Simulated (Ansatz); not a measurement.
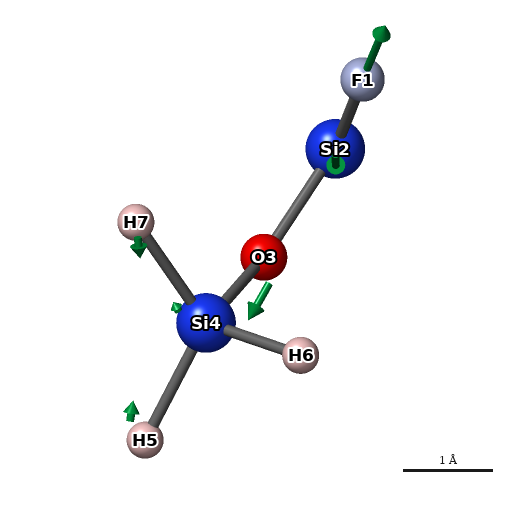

Arrows show the forces on the atoms, 0.2 Å of arrow for 1 eV/Å; forces under a tenth of the largest aren't drawn. Level of theory: RHF-CCSD(T) (frozen core)/def2-TZVPP (Ansatz 0.2.0).

### Which bond do the forces act along most?

F1–Si2, now 1.513 Å: the forces push its atoms apart, so a first step downhill lengthens it.

List the force components in the frame of the picture (x right, y up, z towards the viewer), in eV/Å.

```
atom     Fx     Fy     Fz
  F1   1.02   2.43   3.43
 Si2   0.02  −0.80  −3.94
  O3  −1.18  −2.07   0.59
 Si4  −0.29   0.50   0.26
  H5   0.17   1.17   0.14
  H6   0.11  −0.04   0.00
  H7   0.14  −1.19  −0.48
```
